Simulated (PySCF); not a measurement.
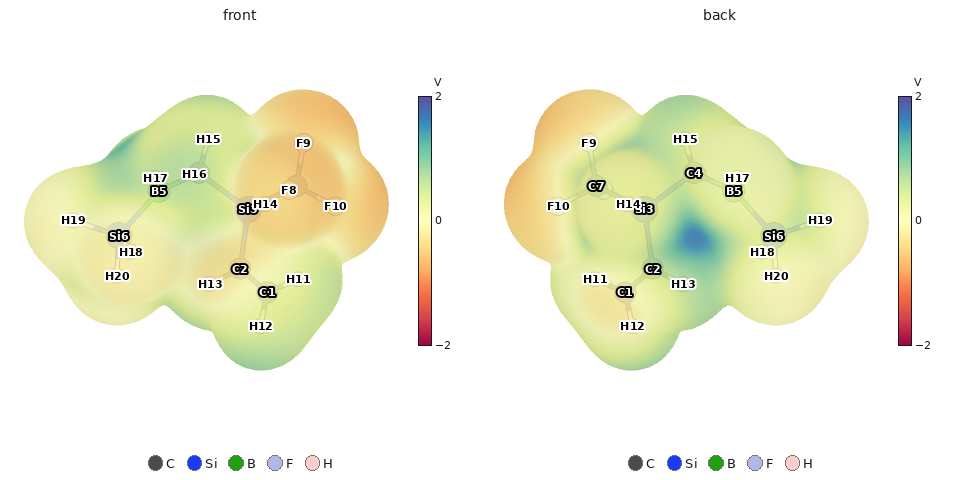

Figure 1: C4H10BF3Si2. The electrostatic potential painted on the density surface at 0.001 e/bohr³, seen from the front and from behind; red is negative and blue positive.

Geometry: GFN2-xTB.

These are results of PBE0/pcSseg-1, SCF density, gas phase, non-relativistic in PySCF 2.14.0, not measurements.

```xyz
20

C    -1.4427    2.2619    0.3781
C    -0.6050    1.4343   -0.2345
Si   -0.8891   -0.3976   -0.5452
C     0.5520   -1.4930    0.0598
B     1.8083   -1.0805   -0.7593
Si    3.0374    0.3097   -0.1278
C    -2.4231   -0.9297    0.5466
F    -2.2657   -0.6585    1.8589
F    -2.6782   -2.2527    0.4704
F    -3.5647   -0.3131    0.1766
H    -2.3987    1.9402    0.7559
H    -1.2079    3.3040    0.5288
H     0.3392    1.8317   -0.5899
H    -1.3357   -0.6959   -1.9121
H     0.2431   -2.5290   -0.0961
H     0.6450   -1.3313    1.1363
H     1.9576   -1.5973   -1.8037
H     2.6361    0.9589    1.1315
H     4.4069   -0.1714    0.1112
H     3.1799    1.4200   -1.0886
```

Where is the surface potential most negative and most positive?

The most negative region (about −0.6 V) lies over F8, F9 and F10, the most positive (about +1.4 V) over Si3 and B5.
